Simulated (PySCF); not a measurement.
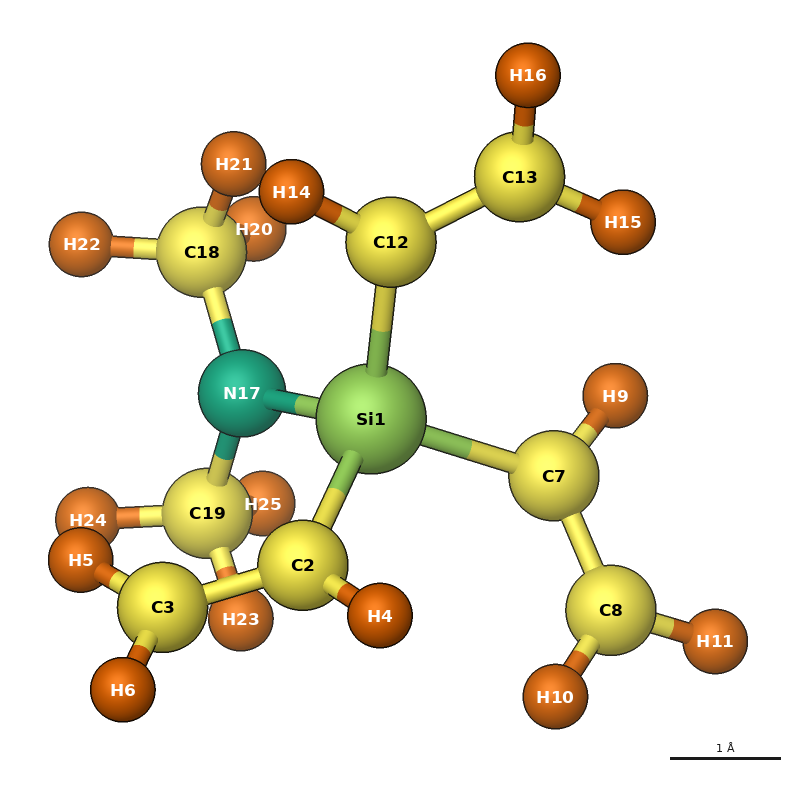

Numbered structure. The geometry was computed by an optimisation with PBE0-D3(BJ)/def2-SVP. No frequency run is at hand to confirm it as a minimum.

### Describe the coordination of atom 18.

C18 has 4 neighbours (N17 at 1.44, H20 at 1.11, H21 at 1.10, H22 at 1.11 Å); the arrangement is tetrahedral.

### How are the neighbours of atom 13 arranged?

C13 has 3 neighbours (C12 at 1.34, H15 at 1.10, H16 at 1.10 Å); the arrangement is trigonal planar.

### How are the neighbours of atom 3 arranged?

C3 has 3 neighbours (C2 at 1.34, H5 at 1.10, H6 at 1.10 Å); the arrangement is trigonal planar.

### What is the geometry at Si1?

Si1 has 4 neighbours (C2 at 1.88, C7 at 1.88, C12 at 1.87, N17 at 1.74 Å); the arrangement is tetrahedral.

### What is the dihedral angle C2–Si1–N17–C18?

140° in size, that is anticlinal.
